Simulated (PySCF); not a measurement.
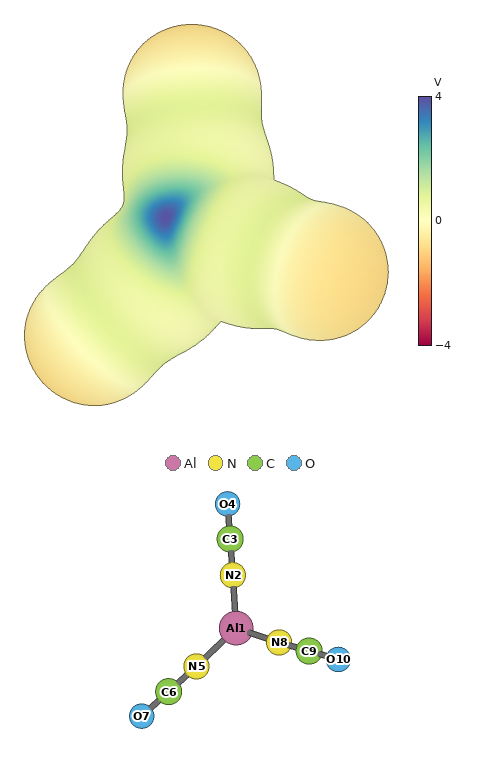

*C3AlN3O3 (Al(NCO)3). The electrostatic potential painted on the density surface at 0.001 e/bohr³, seen at a tilt; the colour scale runs from red (negative) to blue (positive). The bare structure is drawn below in the same view.*

Geometry: PBE0-D3(BJ)/def2-SVP.

Method: PBE0/pcSseg-1 Al:pcSseg-2, SCF density, gas phase, non-relativistic (PySCF).

| atom | x (Å) | y (Å) | z (Å) |
| --- | --- | --- | --- |
| Al | -0.0150 | -0.0111 | 0.0025 |
| N | 1.7397 | -0.0313 | -0.0520 |
| C | 2.9412 | -0.0352 | -0.0787 |
| O | 4.1064 | -0.0399 | -0.1053 |
| N | -0.8699 | 1.5218 | -0.0097 |
| C | -1.4157 | 2.5926 | -0.0233 |
| O | -1.9460 | 3.6303 | -0.0362 |
| N | -0.9053 | -1.5224 | 0.0682 |
| C | -1.4775 | -2.5789 | 0.1023 |
| O | -2.0333 | -3.6026 | 0.1365 |

**Where is the surface potential most negative and most positive?**

The most negative region (about −0.9 V) lies over O4, O7 and O10, the most positive (about +3.7 V) over Al1.

**What dipole moment does the calculation give?**

Its dipole moment is 0.07 D.
